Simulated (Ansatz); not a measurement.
One crystal and one scan (scan of one atom of the cell) at two levels, PBE (plane waves to 420 eV, PAW, scalar-relativistic; Ansatz, a quantum-chemistry and plane-wave program) and r2SCAN (plane waves to 500 eV, PAW, scalar-relativistic; Ansatz), each from its own relaxed cell and on its own mesh. The cell shown is that of PBE.

HgTe (zinc blende)

```xyz
2
Lattice="0.0000 3.3253 3.3253 3.3253 0.0000 3.3253 3.3253 3.3253 0.0000" Properties=species:S:1:pos:R:3 pbc="T T T"
Te     4.9880     4.9880     4.9880
Hg     0.0000     0.0000     0.0000
```

Scan: atom 1 (Te, nearest neighbour Hg at 2.880 Å; its periodic images, 4.7 Å or more away, move with it) is displaced along Cartesian x, direction (1.000, 0.000, 0.000) in Cartesian axes, by s. The other atoms stay.

E stands for the smeared free energy. HgTe was relaxed with its symmetry unable to fall. Spin-orbit coupling is left out, though Hg and Te are heavy. The PAW data are Ansatz's earlier set. With partly filled bands, energies and forces of such displacements shift with the k mesh and the smearing. Percentages come from the unrounded values.

```csv
quantity,PBE,r2SCAN,PBE − r2SCAN
Lattice constant a (Å),6.651,6.573,+0.078 (+1.2 %)
Force constant k = d²E/ds² at s = 0 (finite differences) (eV/Å²),2.66,2.88,-0.22 (-8 %)
Zone-centre optical wavenumber from k (cm⁻¹),96,100,-4 (-4 %)
```

PBE gives the higher value for: lattice constant a. PBE gives the lower value for: force constant k = d²E/ds² at s = 0; zone-centre optical wavenumber from k. (PBE) At this level the bands of HgTe touch or barely overlap. (r2SCAN) At this level the bands of HgTe touch or barely overlap. Both give the same shape of the curve: a single well with its minimum at or next to zero displacement. Neither level is exact: the differences show how much the result hangs on the functional.

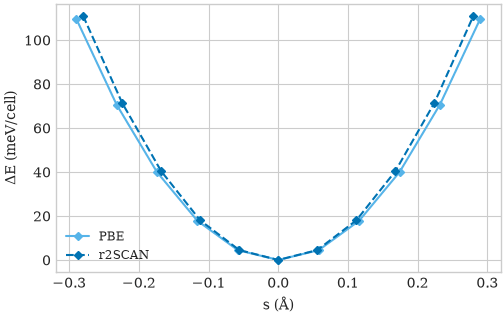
Figure: ΔE, each from the undisplaced structure of its own level.

(For displaced atoms, the force is minus the slope of the energy, and its curvature is a force constant, which sets phonon frequencies.)
